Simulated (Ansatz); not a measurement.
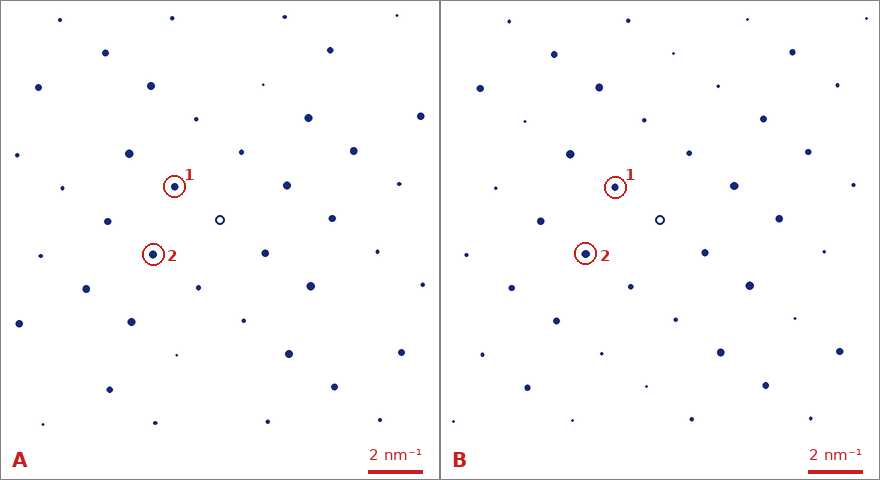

Kinematic electron diffraction patterns (120 kV, B = 0.5 Å², same scale) along [1-10] of the run's own cell, for the start and the end of one relaxation of Ga2As3 with Ansatz, DFT PBE, scalar-relativistic, plane waves, PAW. k mesh 6×6×6. The start is a generated model structure, and the relaxation ends in the nearest stationary point of its symmetry, not necessarily the ground state. Spot 1 is -1 -1 0 and spot 2 is -2 -2 -2 in both.

Start structure:

```
CELL_PARAMETERS angstrom
3.17866 1.83520 6.56234
-3.17866 1.83520 6.56234
0.00000 -3.67040 6.56234
ATOMIC_POSITIONS crystal
Ga 0.36041 0.36041 0.36041
Ga 0.13959 0.13959 0.13959
Ga 0.63959 0.63959 0.63959
Ga 0.86041 0.86041 0.86041
As 0.50446 0.99554 0.25000
As 0.25000 0.50446 0.99554
As 0.99554 0.25000 0.50446
As 0.49554 0.00446 0.75000
As 0.75000 0.49554 0.00446
As 0.00446 0.75000 0.49554
```

### Which pattern belongs to the start structure, and which to the relaxed one?

B is the start: its cell gives d(1) = 4.805 Å, d(2) = 3.281 Å and an angle of 60.8°. A is the relaxed structure, with d(1) = 4.766 Å (-0.8 %), d(2) = 3.555 Å (+8.3 %) and 63.5°.

### Name reflections whose intensity changes strongly on relaxation.

4 4 4 goes from 29 to 73 % of the strongest spot.

### What did the relaxation do to the structure and the energy?

The volume changed by +1.4 % to 23.30 Å³ an atom; with the mean shift removed, the atoms moved by up to 0.13 Å relative to the cell (Ga most); the space group stayed R-3c (No. 167); the free energy fell by 8.1 meV an atom. Relaxed cell: a = 7.948 Å, b = 7.948 Å, c = 7.948 Å, α = 45.53°, β = 45.53°, γ = 45.53°.
